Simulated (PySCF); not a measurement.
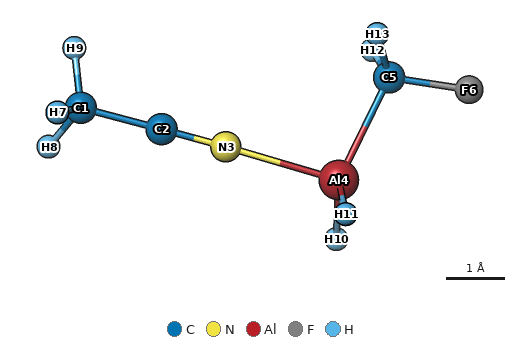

The structure as given in the input (ball-and-stick view, seen at a tilt; atoms are numbered from 1 in the order of the input). Sticks mark near contacts. Bond lengths as drawn: Al–C 2.00 Å, Al–H 1.60 Å, Al–N 2.04 Å, C–C 1.45 Å, C–F 1.40 Å, C–H 1.10 to 1.11 Å and C–N 1.15 Å.

## Two runs on C3H7AlFN

System: C3H7AlFN, SMILES CC#[N+][AlH2-][CH2]F.
Method of run A: GIAO PBE0/STO-3G NMR shielding, non-relativistic, gas phase (PySCF 2.14.0).

The geometry comes from this level: PBE0-D3(BJ)/def2-SVP. Text and figures count atoms from 1; the logs count them from 0 in places.

### The input, run A
```
{"job": {"kind": "nmr", "xc": "PBE0", "basis": "STO-3G", "pop": true}, "charge": 0, "multiplicity": 1}
C      2.968251     0.115840    -0.123280
C      1.566067    -0.153498    -0.346743
N      0.451118    -0.376283    -0.531228
Al    -1.514131    -0.813753    -0.848907
C     -2.364132     0.691843     0.164571
F     -3.750740     0.548185     0.043420
H      3.434183     0.456318    -1.059235
H      3.470153    -0.801121     0.218053
H      3.081769     0.895802     0.643288
H     -1.570071    -2.264371    -0.170737
H     -1.554215    -0.711828    -2.447332
H     -2.118490     0.700115     1.244697
H     -2.093785     1.695659    -0.217766
```

The first line tells a small driver script what to run in PySCF; the rest is the geometry in Å.

Command:
```bash
OMP_NUM_THREADS=1 python <driver script> task.json out
```

Hardware: 1 CPU thread, shared host.

### Output (run A)
```
coarse grid: 11376 points
cycle   1  E = -508.5299282523  dE =  3.344e-01  |g| = 6.179e-01  |ddm| = 4.380e+00
cycle   2  E = -508.2347620964  dE =  2.952e-01  |g| = 1.252e+00  |ddm| = 1.996e+00
cycle   3  E = -508.6587877692  dE = -4.240e-01  |g| = 1.202e-01  |ddm| = 1.271e+00
cycle   4  E = -508.6636160465  dE = -4.828e-03  |g| = 2.853e-02  |ddm| = 2.158e-01
cycle   5  E = -508.6638427793  dE = -2.267e-04  |g| = 8.691e-03  |ddm| = 3.961e-02
cycle   6  E = -508.6638664713  dE = -2.369e-05  |g| = 8.684e-04  |ddm| = 1.292e-02
cycle   7  E = -508.6638667859  dE = -3.146e-07  |g| = 2.204e-04  |ddm| = 2.175e-03
final grid: 105720 points
cycle   8  E = -508.6295575519  dE = -5.937e-06  |g| = 4.231e-03  |ddm| = 1.267e-02
cycle   9  E = -508.6295560925  dE =  1.459e-06  |g| = 4.926e-03  |ddm| = 1.076e-02
cycle  10  E = -508.6295624033  dE = -6.311e-06  |g| = 1.665e-03  |ddm| = 6.142e-03
cycle  11  E = -508.6295631038  dE = -7.004e-07  |g| = 1.080e-04  |ddm| = 1.569e-03
cycle  12  E = -508.6295631076  dE = -3.829e-09  |g| = 2.217e-05  |ddm| = 1.769e-04
cycle  13  E = -508.6295631077  dE = -1.437e-10  |g| = 4.527e-06  |ddm| = 3.369e-05
converged SCF energy = -508.6295631077

GIAO shielding tensors (ppm)
atom      isotropic    diamagn.    paramagn.     s11        s22        s33       span
  0 C      220.266     245.209     -24.943    212.611    212.654    235.534     22.923
  1 C      139.417     267.953    -128.536     72.591     73.604    272.056    199.465
  2 N      126.892     326.160    -199.269     28.430     29.660    322.586    294.157
  3 Al     448.621     782.900    -334.279    427.604    458.720    459.539     31.936
  4 C      180.741     252.012     -71.271    143.266    159.350    239.607     96.340
  5 F      475.461     449.659      25.802    421.435    476.416    528.531    107.097
  6 H       30.367      28.179       2.188     25.275     27.747     38.080     12.805
  7 H       30.356      28.394       1.962     25.257     27.728     38.081     12.824
  8 H       30.399      29.634       0.765     25.269     27.963     37.965     12.696
  9 H       31.354      32.267      -0.914     28.374     30.254     35.433      7.059
 10 H       31.366      31.789      -0.423     28.395     30.241     35.463      7.068
 11 H       31.589      32.914      -1.325     28.307     30.415     36.046      7.738
 12 H       31.590      32.212      -0.622     28.311     30.419     36.040      7.730
```

The input of run B differs as follows (lines with − go, lines with + come):
```diff
-"basis": "STO-3G"
+"basis": "cc-pVTZ"
```

What does this change do to the results?

The total energy of run B is 4131.7 kcal/mol lower, which measures the change of basis and not a stability. The HOMO goes from −2.57 to −6.60 eV. The LUMO goes from 1.89 to −1.04 eV. The dipole moment goes from 8.04 to 10.03 D. Of all shieldings, the largest change is that of N3, by −97.2 ppm. The SCF takes 14 iterations against 13. The basis functions go from 41 to 282.

### Output (run B)
```
coarse grid: 11376 points
cycle   1  E = -515.1392068010  dE =  3.146e-01  |g| = 5.731e-01  |ddm| = 6.895e+00
cycle   2  E = -515.0050495304  dE =  1.342e-01  |g| = 1.045e+00  |ddm| = 1.962e+00
cycle   3  E = -515.2055442176  dE = -2.005e-01  |g| = 1.792e-01  |ddm| = 1.215e+00
cycle   4  E = -515.2106171626  dE = -5.073e-03  |g| = 8.519e-02  |ddm| = 2.835e-01
cycle   5  E = -515.2119863644  dE = -1.369e-03  |g| = 1.491e-02  |ddm| = 9.963e-02
cycle   6  E = -515.2120246080  dE = -3.824e-05  |g| = 4.672e-03  |ddm| = 2.629e-02
cycle   7  E = -515.2120294949  dE = -4.887e-06  |g| = 6.156e-04  |ddm| = 8.024e-03
final grid: 105720 points
cycle   8  E = -515.2138024018  dE = -5.260e-05  |g| = 7.581e-03  |ddm| = 7.975e-02
cycle   9  E = -515.2137954041  dE =  6.998e-06  |g| = 9.954e-03  |ddm| = 2.559e-02
cycle  10  E = -515.2138146702  dE = -1.927e-05  |g| = 1.219e-03  |ddm| = 1.331e-02
cycle  11  E = -515.2138148980  dE = -2.279e-07  |g| = 2.800e-04  |ddm| = 1.775e-03
cycle  12  E = -515.2138149057  dE = -7.700e-09  |g| = 1.684e-04  |ddm| = 4.538e-04
cycle  13  E = -515.2138149112  dE = -5.501e-09  |g| = 5.314e-05  |ddm| = 2.253e-04
cycle  14  E = -515.2138149118  dE = -5.747e-10  |g| = 1.040e-05  |ddm| = 6.962e-05
converged SCF energy = -515.2138149118

GIAO shielding tensors (ppm)
atom      isotropic    diamagn.    paramagn.     s11        s22        s33       span
  0 C      186.897     243.109     -56.212    178.692    178.770    203.229     24.537
  1 C       62.687     276.766    -214.079    -39.433    -39.423    266.918    306.351
  2 N       29.733     314.971    -285.239   -118.771   -116.245    324.215    442.986
  3 Al     440.751     801.514    -360.763    402.976    445.589    473.690     70.714
  4 C      108.486     239.863    -131.377     49.384     80.626    195.447    146.063
  5 F      493.606     463.685      29.922    428.363    479.658    572.799    144.435
  6 H       29.179      27.630       1.550     24.549     27.070     35.920     11.371
  7 H       29.164      27.792       1.372     24.533     27.050     35.909     11.375
  8 H       29.226      28.853       0.372     24.510     27.328     35.839     11.329
  9 H       27.272      29.168      -1.896     24.859     25.825     31.132      6.274
 10 H       27.284      28.776      -1.492     24.879     25.813     31.161      6.282
 11 H       26.903      29.520      -2.617     22.940     26.234     31.535      8.595
 12 H       26.909      29.317      -2.408     22.944     26.240     31.544      8.601
```

### The two runs side by side

| quantity | run A | run B |
| --- | --- | --- |
| outcome | converged | converged |
| total energy (hartree) | −508.629563 | −515.213815 |
| HOMO (eV) | −2.57 | −6.60 |
| LUMO (eV) | 1.89 | −1.04 |
| dipole moment (D) | 8.04 | 10.03 |
| shielding of C1 (ppm) | 220.3 | 186.9 |
| shielding of C2 (ppm) | 139.4 | 62.7 |
| shielding of N3 (ppm) | 126.9 | 29.7 |
| shielding of Al4 (ppm) | 448.6 | 440.8 |
| shielding of C5 (ppm) | 180.7 | 108.5 |
| shielding of F6 (ppm) | 475.5 | 493.6 |
| shielding of H12 (ppm) | 31.6 | 26.9 |
| SCF iterations | 13 | 14 |
| basis functions | 41 | 282 |
| wall time (shared host) | 4.3 s | 43 s |
